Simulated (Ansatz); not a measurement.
# CH₂InN (SMILES N#[C][InH2]): functionals against CCSD(T) at one geometry

A test off equilibrium: a structure displaced at random from a GFN2-xTB minimum is computed at several levels, and each is set against CCSD(T).

The runs use Ansatz 0.2.0, Gaussian basis; single points in def2-TZVPP.

Cores are frozen in the correlated methods. Filled d shells of the heavier atoms are correlated. Core potentials replace the inner electrons past krypton, and spin-orbit coupling is left out.

## 1. Starting geometry

5 atoms, charge 0, spin multiplicity 1.

Atoms are counted from 1 here; the program's logs count them from 0.

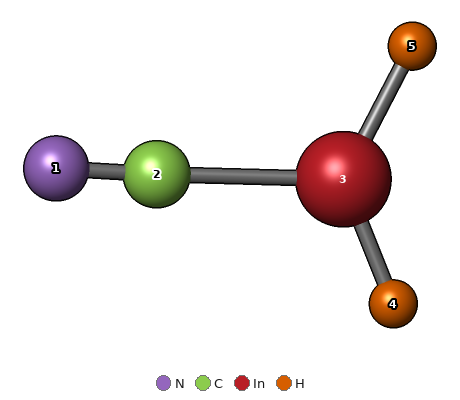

As it starts; nitrogen purple, carbon green, indium red, hydrogen orange; atoms are numbered from 1 in the order of the file.

Geometry (Å):

```xyz
5

N     0.14880   -2.06380    1.66510
C     0.00830   -1.09960    0.89430
In   -0.10170    0.66740   -0.55280
H    -1.01470    0.36500   -1.87320
H     0.90890    2.11880   -0.11130
```

## 2. CCSD(T)/def2-TZVPP

The input, run/in.yaml:

```yaml
crystal:
  periodic: [false, false, false]
  atoms:
    - {symbol: N, position_ang: [0.148800, -2.063800, 1.665100]}
    - {symbol: C, position_ang: [0.008300, -1.099600, 0.894300]}
    - {symbol: In, position_ang: [-0.101700, 0.667400, -0.552800]}
    - {symbol: H, position_ang: [-1.014700, 0.365000, -1.873200]}
    - {symbol: H, position_ang: [0.908900, 2.118800, -0.111300]}
basis:
  gaussian: {orbitals: def2-TZVPP}
correlation: {method: ccsd_t}
output: {forces: true}
```

No record of the launch command was kept for these runs.

## 3. PBE0-D4/def2-TZVPP

Edit run/in.yaml of step 2 so:

```diff
@@ -10,3 +10,3 @@
   gaussian: {orbitals: def2-TZVPP}
-correlation: {method: ccsd_t}
-output: {forces: true}
+hamiltonian: {xc: pbe0, dispersion: d4}
+output: {forces: true, orbitals: {seedname: orbitals}}
```

## 4. wB97M-V/def2-TZVPP

Edit run/in.yaml of step 3 so:

```diff
@@ -10,3 +10,3 @@
   gaussian: {orbitals: def2-TZVPP}
-hamiltonian: {xc: pbe0, dispersion: d4}
-output: {forces: true, orbitals: {seedname: orbitals}}
+hamiltonian: {xc: {name: wB97M-V}}
+output: {forces: true}
```

## 5. r2SCAN-D4/def2-TZVPP

Edit run/in.yaml of step 4 so:

```diff
@@ -10,3 +10,3 @@
   gaussian: {orbitals: def2-TZVPP}
-hamiltonian: {xc: {name: wB97M-V}}
+hamiltonian: {xc: r2scan, dispersion: d4}
 output: {forces: true}
```

## 6. PBE-D4/def2-TZVPP

Edit run/in.yaml of step 5 so:

```diff
@@ -10,3 +10,3 @@
   gaussian: {orbitals: def2-TZVPP}
-hamiltonian: {xc: r2scan, dispersion: d4}
+hamiltonian: {xc: pbe, dispersion: d4}
 output: {forces: true}
```

## 7. SPW92/def2-TZVPP

Edit run/in.yaml of step 6 so:

```diff
@@ -10,3 +10,3 @@
   gaussian: {orbitals: def2-TZVPP}
-hamiltonian: {xc: pbe, dispersion: d4}
+hamiltonian: {xc: lda}
 output: {forces: true}
```

## 8. CAM-B3LYP-D4/def2-TZVPP

Edit run/in.yaml of step 7 so:

```diff
@@ -10,3 +10,3 @@
   gaussian: {orbitals: def2-TZVPP}
-hamiltonian: {xc: lda}
+hamiltonian: {xc: {name: CAM-B3LYP}, dispersion: d4}
 output: {forces: true}
```

(Steps that only read results are left out.)

**Question.** What will these runs give? Wanted: energy less free atoms, CCSD(T)/def2-TZVPP; RMS force component; RMS force error; HOMO and LUMO, PBE0-D4; T1 diagnostic.

**Answer**, as computed:

```
                                  quantity                                                                                              value
energy less free atoms, CCSD(T)/def2-TZVPP                                                                                     -1524.3 kJ/mol
                       RMS force component                                                               2.198 to 3.002 eV/Å over the methods
                           RMS force error  PBE0-D4 0.626, wB97M-V 0.734, r2SCAN-D4 0.399, PBE-D4 0.117, SPW92 0.275, CAM-B3LYP-D4 0.845 eV/Å
                    HOMO and LUMO, PBE0-D4                                                                                 -8.69 and -2.74 eV
                             T1 diagnostic                                                                                              0.017
```

In words: Against CCSD(T) the functionals' energies less atoms differ by -283.5 to -16.5 kJ/mol, PBE-D4 by -88.9 kJ/mol. CCSD(T) in triple zeta still lacks some correlation energy of the bonds, so part of these gaps is its own basis error and they don't rank the functionals. The forces of PBE-D4 come nearest to CCSD(T), those of CAM-B3LYP-D4 are farthest. Frozen-core CCSD(T) forces in triple zeta carry basis errors of their own, and this is one geometry, so small gaps rank nothing. The restricted Hartree–Fock reference is unstable towards an unrestricted one at one or more of these structures.
